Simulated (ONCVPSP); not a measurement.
**Tc: pseudopotential generation**

System: technetium (Tc, Z = 43), core [Ar] 3d10, reference valence 4s2 4p6 4d5 5s2, valence charge 15.
Method: ONCV potential, PBE, scalar-relativistic, made with ONCVPSP 4.0.1.

**The input**
```
# ATOM AND REFERENCE CONFIGURATION
# atsym  z   nc   nv     iexc    psfile
  Tc 43.00    6    4        4      upf
#
#   n    l    f
    1    0    2.00
    2    0    2.00
    2    1    6.00
    3    0    2.00
    3    1    6.00
    3    2   10.00
    4    0    2.00
    4    1    6.00
    4    2    5.00
    5    0    2.00
#
# PSEUDOPOTENTIAL AND OPTIMIZATION
# lmax
    2
#
#   l,   rc,      ep,       ncon, nbas, qcut
    0    1.45    0.00    3    6    9.80
    1    1.45    0.00    4    8    7.60
    2    1.90    0.00    5   10    7.80
#
# LOCAL POTENTIAL
# lloc, lpopt,  rc(5),   dvloc0
    4    3    1.25    2.00
#
# VANDERBILT-KLEINMAN-BYLANDER PROJECTORs
# l, nproj, debl
    0    2    2.50
    1    3    1.20
    2    3    0.60
#
# MODEL CORE CHARGE
# icmod, fcfact, rcfact
    3    2.00    1.20
#
# LOG DERIVATIVE ANALYSIS
# epsh1, epsh2, depsh
   -4.00    5.00    0.02
#
# OUTPUT GRID
# rlmax, drl
    6.00    0.01
#
# TEST CONFIGURATIONS
# ncnf
    4
# nvcnf
#   n    l    f
    4
    4    0    2.00
    4    1    6.00
    4    2    5.00
    5    0    1.00
#
    4
    4    0    2.00
    4    1    6.00
    4    2    5.00
    5    0    0.00
#
    4
    4    0    2.00
    4    1    6.00
    4    2    4.00
    5    0    0.00
#
    5
    4    0    2.00
    4    1    6.00
    4    2    5.00
    5    0    0.00
    5    1    1.00
#
```

Hardware: 1 CPU thread, shared host.

Command:
```bash
oncvpsp.x < Tc.dat > Tc.out
```

**The program's output (extracts)**
```
ONCVPSP  (Optimized Norm-Conservinng Vanderbilt PSeudopotential)
scalar-relativistic version 4.0.1

#   n    l    f        energy (Ha)
    1    0    2.00    -7.6691233E+02
    2    0    2.00    -1.0941704E+02
    2    1    6.00    -9.7925166E+01
    3    0    2.00    -1.9059584E+01
    3    1    6.00    -1.5287085E+01
    3    2   10.00    -9.1830968E+00
    4    0    2.00    -2.6966468E+00
    4    1    6.00    -1.6663199E+00
    4    2    5.00    -2.4482824E-01
    5    0    2.00    -1.8533585E-01

Reference configufation results
  iterations    26
  all-electron total energy (Ha)   -4.28559224D+03

Begin loop to  construct optimized pseudo wave functions
and semi-local pseudopoentials for all angular momenta

Calculating optimized projector #   1

 for l=   0

    Fraction of norm inside rc  0.864823
    Optimizing pswf for qcut=   9.79 a_B^-1,  ecut=  47.93 Ha
    Residual kinetic energy error=  1.82D-07 Ha
 ERROR pspot:  first pseudo wave function has node,          program will stop
 ERROR pspot: try changing psp parameters for this l
```

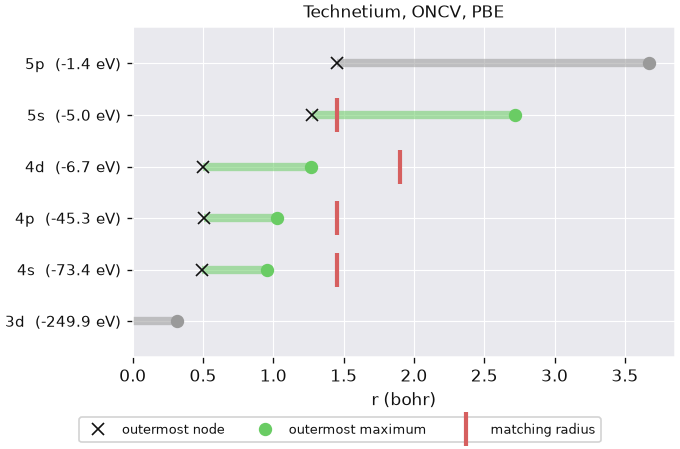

*Outer shells of the all-electron reference atom: each bar runs from the outermost node (or the nucleus) to the outermost maximum of u(r); the tick is the radius chosen for the pseudo-wave. Shells without a tick have no pseudo-wave of their own. Levels, nodes and maxima are from ld1.x, scalar-relativistic.*

- Radii against the shells: 4s: 1.45 bohr, outside the maximum; 4p: 1.45 bohr, outside the maximum; 4d: 1.90 bohr, outside the maximum; 5s: 1.45 bohr, between node and maximum.

**What the run reported**

```
quantity                value
 outcome  ended with an error
```

**What went wrong**

The generator stopped with the message “ERROR pspot: first pseudo wave function has node, program will stop”. In words: the optimised pseudo-wave of the first projector has a node, so the radial equation cannot be inverted for a potential. It was at work on the s channel when it stopped.
